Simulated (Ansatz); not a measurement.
ClGaH₂O₂

Input file:

```
crystal:
  periodic: [false, false, false]
  atoms:
    - {symbol: Ga, position_ang: [-0.210414, 0.204386, -0.163890]}
    - {symbol: O, position_ang: [0.929381, 0.050335, 1.184546]}
    - {symbol: O, position_ang: [-0.515242, -1.181628, -1.214528]}
    - {symbol: H, position_ang: [-0.009386, -1.957106, -0.957576]}
    - {symbol: Cl, position_ang: [-1.223589, 2.028701, -0.546752]}
    - {symbol: H, position_ang: [1.029250, 0.855314, 1.698201]}
basis:
  gaussian: {orbitals: def2-TZVPP}
hamiltonian: {xc: pbe0, dispersion: d4}
output: {orbitals: {seedname: orbitals}}
```

Launched as:

```sh
ansatz run in.yaml --threads 4 --pin off --events-out ev --progress --plain --max-ram 9574MiB
```

The reactant side of a reaction path; geometry: PBE0-D4/def2-TZVP.

Level of theory: RKS PBE0-D4/def2-TZVPP (Ansatz).

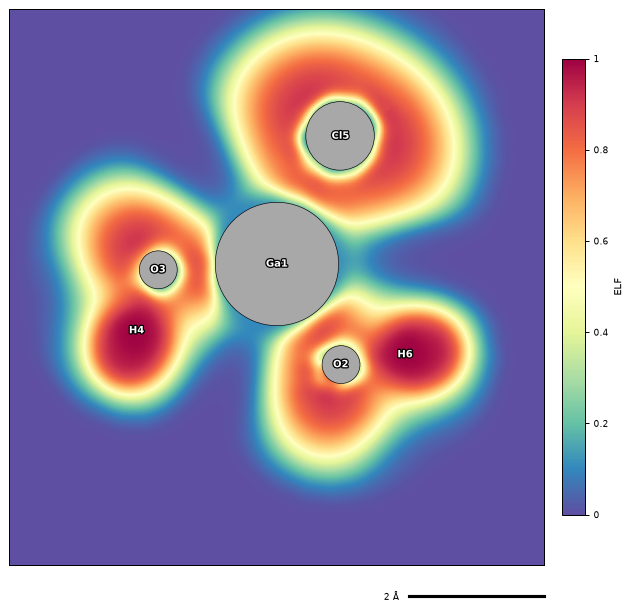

Figure 1. ELF on the molecular plane. Grey discs cover the atomic cores.

What does the map show?

- The plane passes through Ga, O, H and Cl nuclei.
- Ga–O (1.77 Å): the ELF peaks at about 0.85 in the valence shell of O, 0.6 Å from its nucleus, and is about 0.25 at the midpoint.
- Ga–Cl (2.12 Å): the ELF peaks at about 0.85 in the valence shell of Cl, 0.8 Å from its nucleus, and is about 0.60 at the midpoint.
- O–H (0.96 Å): the ELF climbs to about 1 towards the hydrogen, as it does in any bond to H (an ordinary covalent bond to hydrogen).
- The ELF also peaks beside O2, O3 and Cl5, away from the bonds: lone-pair regions.

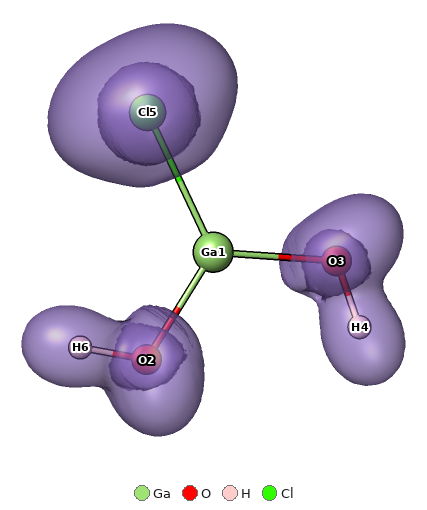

Figure 2. Isosurface of the electron localisation function at 0.75 (purple), seen at a tilt. Only the valence region is drawn (cores and ρ < 0.01 e/Å³ removed).

Where are the electrons localised?

The ELF exceeds this value in one region wrapped around Cl (its valence shell) and two joined regions spread over several atoms (H, O), in which their bonds and any lone pairs are merged.

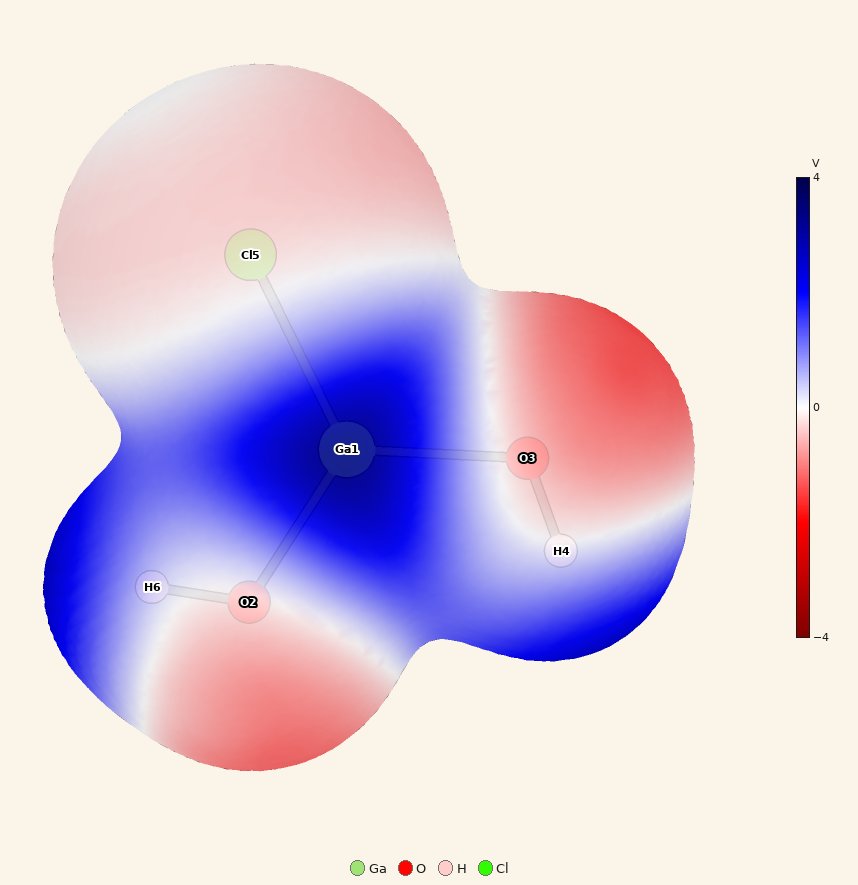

Figure 3. The molecular electrostatic potential painted on the density surface at 0.002 e/bohr³, seen across its widest extent; the colour scale runs from red (negative) to blue (positive).

Which sites attract a positive test charge, and which a negative one?

A positive charge is drawn to the negative regions and a negative charge to the positive ones. The most negative region (about −1.4 V) lies over O3, the most positive (about +3.1 V) over Ga1. O3 is the likeliest acceptor of a hydrogen bond.
